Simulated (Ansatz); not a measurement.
Input file:

```
crystal:
  periodic: [false, false, false]
  atoms:
    - {symbol: Mg, position_ang: [-0.727587, 0.213630, -0.383549]}
    - {symbol: H, position_ang: [0.757087, -0.273830, 0.387549]}
basis:
  gaussian: {orbitals: def2-TZVPP}
magnetization: {spin_polarized: true, initial_magnetization: 1}
hamiltonian: {xc: pbe0, dispersion: d4}
output: {orbitals: {seedname: orbitals}}
```

Run with:

```sh
ansatz run in.yaml --threads 2 --pin off --events-out ev --progress --plain --max-ram 32768MiB --backend cpu
```

Geometry: PBE0-D4/def2-TZVP.

All numbers below come from Ansatz 0.2.0, UKS PBE0-D4/def2-TZVPP.

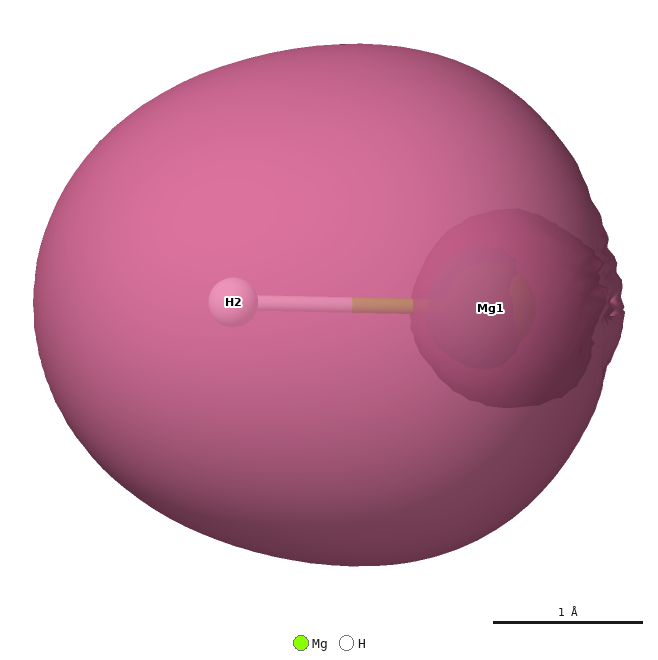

MgH (SMILES [MgH]) (doublet). One frontier orbital at ±0.08 Å⁻³ᐟ² (teal and pink are the two phases), seen from one side.

Which orbital is it: HOMO (β) or LUMO (β)?

Answer. The HOMO (β), at −7.51 eV. It lies mainly on H2 (about 55 %) and Mg1 (about 45 %); it is of σ type.
